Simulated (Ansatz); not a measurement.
Br$_{2}$Cl$_{2}$Ti (TiBr2Cl2)

The calculation's input:

```
crystal:
  periodic: [false, false, false]
  atoms:
    - {symbol: Ti, position_ang: [-0.032868, 0.000100, -0.023043]}
    - {symbol: Br, position_ang: [-0.015915, -0.015329, 2.304351]}
    - {symbol: Br, position_ang: [2.160955, 0.008649, -0.800446]}
    - {symbol: Cl, position_ang: [-1.058826, 1.778477, -0.728642]}
    - {symbol: Cl, position_ang: [-1.053346, -1.771907, -0.752220]}
basis:
  gaussian: {orbitals: def2-TZVP, initial_orbitals: start.molden}
hamiltonian: {xc: pbe0, dispersion: d4}
scf: {omitted_lower_state_checks: [starts]}
output: {orbitals: {seedname: orbitals}}
```

Run with:

```sh
ansatz run in.yaml --threads 2 --pin off --events-out ev --progress --plain --max-ram 32768MiB --backend cpu
```

Geometry: PBE-D4/def2-SVP.

The calculation used RKS PBE0-D4/def2-TZVP (Ansatz).

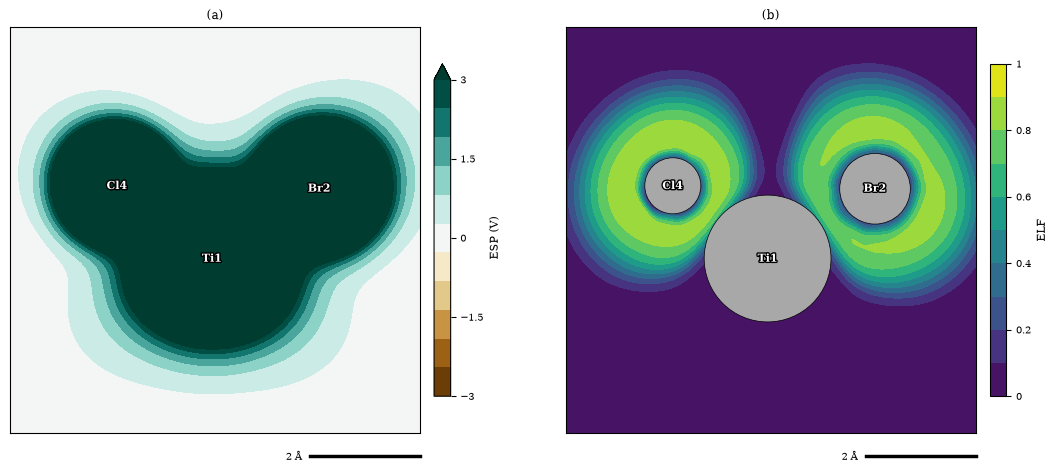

Figure 1. (a) molecular electrostatic potential; (b) electron localisation function on the plane of atoms Br2, Ti1 and Cl4. Grey discs cover the atomic cores in the ELF map.

Interpret the plot.

Answer.
- The plane passes through Ti, Br and Cl nuclei.
- Ti–Cl (2.17 Å): the ELF peaks at about 0.85 in the valence shell of Cl, 0.8 Å from its nucleus, and is about 0.50 at the midpoint.
- Ti–Br (2.33 Å): the ELF peaks at about 0.80 in the valence shell of Br, 1.0 Å from its nucleus, and is about 0.60 at the midpoint.
- The potential has no marked negative region in this plane.

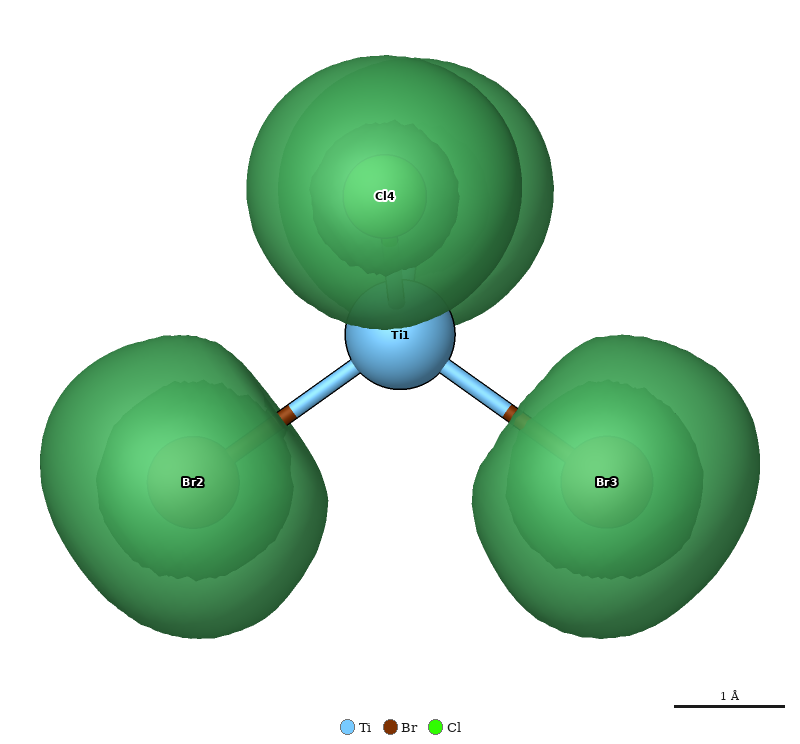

Figure 2. Isosurface of the ELF at 0.75 (green), seen across its widest extent. Only the valence region is drawn (cores and ρ < 0.01 e/Å³ removed).

What do the ELF domains correspond to?

Answer. The ELF exceeds this value in two regions wrapped around Br (the valence shell of each) and two regions wrapped around Cl (the valence shell of each).

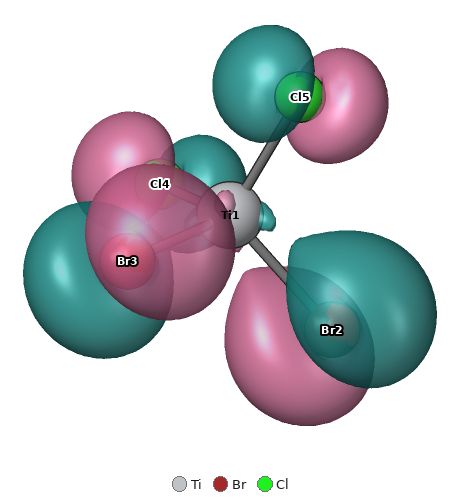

Figure 3. The HOMO−1 at ±0.08 Å⁻³ᐟ² (teal and pink are the two phases), seen at an oblique angle.

Where does this orbital lie, and at what energy?

Answer. It lies mainly on Br2 (about 35 %), Br3 (about 35 %), Cl4 (about 10 %) and Cl5 (about 10 %); largely a combination of lone pairs on Br2, Br3, Cl4 and Cl5. Its energy is −9.09 eV.

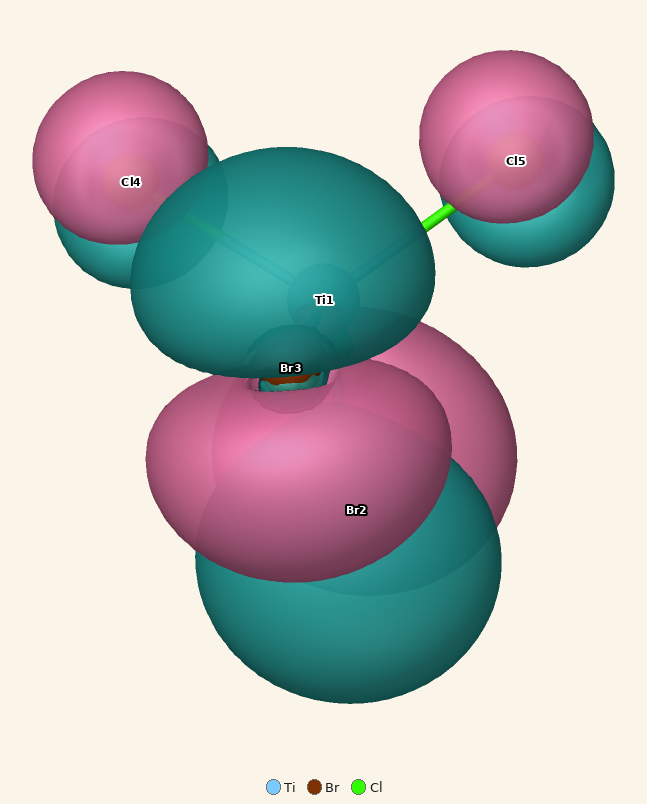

Figure 4. One frontier orbital at ±0.06 Å⁻³ᐟ² (teal and pink are the two phases), seen at an oblique angle.

Which orbital is it: HOMO or LUMO?

Answer. The HOMO, at −8.93 eV. It lies mainly on Br2 (about 45 %) and Br3 (about 45 %); largely a combination of lone pairs on Br2 and Br3.
